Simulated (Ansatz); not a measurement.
**One shape, several levels: doublet [SiAsNH6]+**

Wanted: a comparison of 6 runs (UHF/3-21G, UB3LYP/def2-SVP, UBLYP/def2-SVP, UCAM-B3LYP/def2-SVP, UPBE-QIDH/def2-SVP, UPBE/def2-SVP) of doublet [SiAsNH6]+. 

The results are computed with Ansatz 0.2.0.

72 further runs of the same task are left out: 72 set aside as unsound or not needed.

## 1. The system as given

[SiAsNH6]+ has 9 atoms, charge +1, and is taken as a doublet. As SMILES of the parent species, `N[AsH][SiH3]`. The coordinates come from a PBE0-D4/def2-TZVP relaxation. This is one conformer, not always the lowest. That shape belongs to the parent species and isn't relaxed for this state.

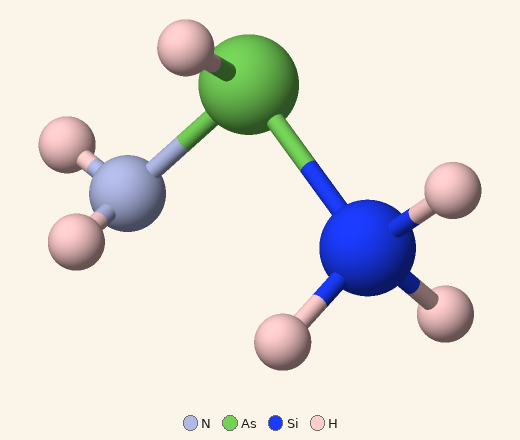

The structure, seen from a chosen angle (nitrogen light blue, arsenic green, silicon blue, hydrogen pink).

## 2. The energy at UHF/3-21G (run 1)

job.yaml

```yaml
crystal:
  periodic: [false, false, false]
  atoms:
    - {symbol: N, position_ang: [-1.101100, 0.719000, -1.145600]}
    - {symbol: As, position_ang: [0.735100, 0.438100, -0.988900]}
    - {symbol: Si, position_ang: [0.557300, -1.064700, 0.828600]}
    - {symbol: H, position_ang: [-1.303700, 1.291400, -1.954300]}
    - {symbol: H, position_ang: [-1.525300, 1.144300, -0.332300]}
    - {symbol: H, position_ang: [1.144100, 1.592600, -0.059800]}
    - {symbol: H, position_ang: [1.889500, -1.194000, 1.477900]}
    - {symbol: H, position_ang: [0.123900, -2.393300, 0.326700]}
    - {symbol: H, position_ang: [-0.431200, -0.579700, 1.830600]}
basis:
  gaussian: {orbitals: 3-21G-spherical.json}
total_charge: 1
magnetization: {spin_polarized: true, initial_magnetization: 1}
hamiltonian: {xc: hf}
accuracy: high
output: {orbitals: {seedname: orbitals}}
```

The basis set 3-21G is read from a file made from the Basis Set Exchange's data (not shown).

On the command line:

```sh
$ ansatz run job.yaml --threads 1 --pin off --max-ram 3480MiB --events-out events.jsonl --progress --plain --runs-dir runs
```

The program printed:

```text
Warning: RAYON_NUM_THREADS=1 ignored (pool sized by the plan → 1); use --threads N
Functional definition: HF
  name "HF"
  exchange = exact_x
  correlation = 0
1162 factors; integrals over basis functions are off by at most 4.5e-9 eV
mean field evaluation 1: about -69877.9911 eV, gradient 2.8e1 eV
mean field evaluation 2: about -69878.2705 eV, gradient 2.8e1 eV
mean field evaluation 4: about -69881.8668 eV, gradient 1.7e0 eV
mean field evaluation 8: about -69881.9332 eV, gradient 2.2e-1 eV
mean field evaluation 16: about -69881.9354 eV, gradient 1.8e-8 eV
mean field evaluation 32: about -69881.7401 eV, gradient 1.7e-1 eV
mean field evaluation 64: about -69881.2013 eV, gradient 1.3e0 eV
mean field evaluation 96: about -69881.7687 eV, gradient 2.6e0 eV
mean field -69882.16420526 eV, -2568.1221667110 hartree, gradient 2.0e-8 eV, S^2 0.764289; 4 other end points of the search recorded, 0 dependent functions left out
reference -69882.16420526 eV, -2568.1221667110 hartree; 30, 29 occupied and 26, 27 virtual orbitals, 1162 factors
Total energy: -69882.16420526 eV, -2568.1221667110 hartree
```

It took 1.2 s on 1 thread of AMD EPYC 9R45 (Zen 5), shared host; peak memory 0.19 GiB.

## 3. A single-point energy at UB3LYP/def2-SVP (run 2)

job.yaml, as its differences from that of step 2:

```diff
@@ -3,3 +3,3 @@
   atoms:
-    - {symbol: N, position_ang: [-1.101100, 0.719000, -1.145600]}
+    - {symbol: "N", position_ang: [-1.101100, 0.719000, -1.145600]}
     - {symbol: As, position_ang: [0.735100, 0.438100, -0.988900]}
@@ -13,7 +13,11 @@
 basis:
-  gaussian: {orbitals: 3-21G-spherical.json}
+  gaussian:
+    orbitals: def2-SVP
+hamiltonian:
+  xc: {name: B3LYP}
 total_charge: 1
-magnetization: {spin_polarized: true, initial_magnetization: 1}
-hamiltonian: {xc: hf}
 accuracy: high
 output: {orbitals: {seedname: orbitals}}
+magnetization:
+  spin_polarized: true
+  initial_magnetization: 1
```

On the command line:

```sh
$ ansatz run job.yaml --threads 1 --pin off --max-ram 3480MiB --events-out events.jsonl --progress --plain --runs-dir runs
```

The program printed:

```text
Warning: RAYON_NUM_THREADS=1 ignored (pool sized by the plan → 1); use --threads N
Functional definition: B3LYP
  name "B3LYP"
  parameter a0 = 0.2
  parameter ax = 0.72
  parameter ac = 0.81
  exchange = (1 - a0 - ax)*slater_x + ax*b88_x + a0*exact_x
  correlation = (1 - ac)*vwn_rpa_c + ac*lyp_c
2061 factors; integrals over basis functions are off by at most 4.7e-9 eV
mean field evaluation 1: about -70275.3523 eV, gradient 5.4e1 eV
mean field evaluation 2: about -70215.2611 eV, gradient 9.9e1 eV
mean field evaluation 4: about -70287.6613 eV, gradient 4.8e0 eV
mean field evaluation 8: about -70287.8993 eV, gradient 7.5e-1 eV
mean field evaluation 16: about -70288.0332 eV, gradient 6.1e-3 eV
mean field evaluation 32: about -70288.0332 eV, gradient 3.0e-8 eV
mean field -70288.03322104 eV, -2583.0375779330 hartree, gradient 3.1e-8 eV, S^2 0.755705; 2 other end points of the search recorded, 0 dependent functions left out
reference -70288.03326307 eV, -2583.0375794775 hartree; 30, 29 occupied and 64, 65 virtual orbitals, 2061 factors
Total energy: -70288.03326307 eV, -2583.0375794775 hartree
```

It took 6.9 s on 1 thread of AMD EPYC 9R45 (Zen 5), shared host; peak memory 0.52 GiB.

Runs 3 to 4 aren't shown in full; the table further down has their settings and results.

## 4. A single-point energy at UPBE-QIDH/def2-SVP (run 5)

job.yaml, as its differences from that of step 3:

```diff
@@ -3,3 +3,3 @@
   atoms:
-    - {symbol: "N", position_ang: [-1.101100, 0.719000, -1.145600]}
+    - {symbol: N, position_ang: [-1.101100, 0.719000, -1.145600]}
     - {symbol: As, position_ang: [0.735100, 0.438100, -0.988900]}
@@ -13,11 +13,8 @@
 basis:
-  gaussian:
-    orbitals: def2-SVP
-hamiltonian:
-  xc: {name: B3LYP}
+  gaussian: {orbitals: def2-SVP}
 total_charge: 1
+magnetization: {spin_polarized: true, initial_magnetization: 1}
+hamiltonian: {xc: {name: PBE-QIDH}}
+correlation: {frozen_orbitals: {As: 9, H: 0, "N": 1, Si: 5}}
 accuracy: high
 output: {orbitals: {seedname: orbitals}}
-magnetization:
-  spin_polarized: true
-  initial_magnetization: 1
```

On the command line:

```sh
$ ansatz run job.yaml --threads 1 --pin off --max-ram 3480MiB --events-out events.jsonl --progress --plain --runs-dir runs
```

The program printed, cut to the lines that bear on the results:

```text
Warning: RAYON_NUM_THREADS=1 ignored (pool sized by the plan → 1); use --threads N
Functional definition: PBE-QIDH
  name "PBE-QIDH"
[...]
2061 factors; integrals over basis functions are off by at most 4.7e-9 eV
[...]
mean field -70256.08157930 eV, -2581.8633767570 hartree, gradient 4.8e-8 eV, S^2 0.759239; 3 other end points of the search recorded, 0 dependent functions left out
15 core orbitals not correlated: weight in the atoms' cores, before any rotation towards them, 1.000 or more for the frozen orbitals, at most 0.000 for the correlated occupied ones
reference -70256.08158038 eV, -2581.8633767966 hartree; 15, 14 occupied and 64, 65 virtual orbitals, 2061 factors
second order -15.13295740 eV of doubles, -0.00000000 eV of singles
Total energy: -70261.12589952 eV, -2582.0487521055 hartree
```

Wall time 13 s (1 thread of AMD EPYC 9R45 (Zen 5), shared host); peak memory 0.52 GiB.

## 5. A single-point energy at UPBE/def2-SVP (run 6)

input.yaml

```yaml
crystal:
  periodic: [false, false, false]
  atoms:
    - {symbol: "N", position_ang: [-1.101100, 0.719000, -1.145600]}
    - {symbol: As, position_ang: [0.735100, 0.438100, -0.988900]}
    - {symbol: Si, position_ang: [0.557300, -1.064700, 0.828600]}
    - {symbol: H, position_ang: [-1.303700, 1.291400, -1.954300]}
    - {symbol: H, position_ang: [-1.525300, 1.144300, -0.332300]}
    - {symbol: H, position_ang: [1.144100, 1.592600, -0.059800]}
    - {symbol: H, position_ang: [1.889500, -1.194000, 1.477900]}
    - {symbol: H, position_ang: [0.123900, -2.393300, 0.326700]}
    - {symbol: H, position_ang: [-0.431200, -0.579700, 1.830600]}
basis:
  gaussian: {orbitals: def2-SVP}
total_charge: 1
magnetization: {spin_polarized: true, initial_magnetization: 1}
hamiltonian: {xc: pbe}
accuracy: high
output: {orbitals: {seedname: orbitals}}
```

On the command line:

```sh
$ ansatz run input.yaml --threads 1 --pin off --max-ram 3480MiB --events-out events.jsonl --progress --plain --runs-dir runs
```

The program printed:

```text
Warning: RAYON_NUM_THREADS=1 ignored (pool sized by the plan → 1); use --threads N
Functional definition: PBE
  name "PBE"
  parameter kappa = 0.804
  parameter beta = 0.06672455060314922
  exchange = pbe_x(kappa = kappa, mu = beta*pi^2/3)
  correlation = pbe_c(beta = beta)
2061 factors; integrals over basis functions are off by at most 4.7e-9 eV
mean field evaluation 1: about -70255.3962 eV, gradient 6.0e1 eV
mean field evaluation 2: about -70172.8196 eV, gradient 1.1e2 eV
mean field evaluation 4: about -70267.5387 eV, gradient 2.2e1 eV
mean field evaluation 8: about -70271.1099 eV, gradient 6.1e-1 eV
mean field evaluation 16: about -70271.1029 eV, gradient 2.9e-3 eV
mean field evaluation 32: about -70270.4398 eV, gradient 5.3e0 eV
mean field -70271.10294846 eV, -2582.4154018914 hartree, gradient 5.0e-8 eV, S^2 0.752519; 5 other end points of the search recorded, 0 dependent functions left out
reference -70271.10295197 eV, -2582.4154020207 hartree; 30, 29 occupied and 64, 65 virtual orbitals, 2061 factors
Total energy: -70271.10295197 eV, -2582.4154020207 hartree
```

Wall time 6.9 s (1 thread of AMD EPYC 9R45 (Zen 5), shared host); peak memory 0.34 GiB.

## 6. The series

```tsv
run	level	frozen core orbitals	energy (Eh)	HOMO energy (eV)	LUMO energy (eV)	⟨S²⟩	wall time
1	UHF/3-21G	–	-2568.122167	-15.10	-6.11	0.764	1.2 s
2	UB3LYP/def2-SVP	–	-2583.037579	-13.13	-11.39	0.756	6.9 s
3	UBLYP/def2-SVP	–	-2582.992632	-12.15	-11.79	0.752	6.9 s
4	UCAM-B3LYP/def2-SVP	–	-2583.061746	-14.53	-10.14	0.759	9 s
5	UPBE-QIDH/def2-SVP	15	-2582.048752	-15.37	-9.34	0.759	13 s
6	UPBE/def2-SVP	–	-2582.415402	-12.27	-11.93	0.753	6.9 s
```

## 7. What came out

```
                                 quantity           value
                      run 6: total energy  -2582.41540 Eh
run 6: HOMO energy (highest over α and β)       -12.27 eV
 run 6: LUMO energy (lowest over α and β)       -11.93 eV
                              run 6: ⟨S²⟩           0.753
```

In words: Totals of different functionals can't be ranked against each other. All runs together took 44 s, the longest 13 s.
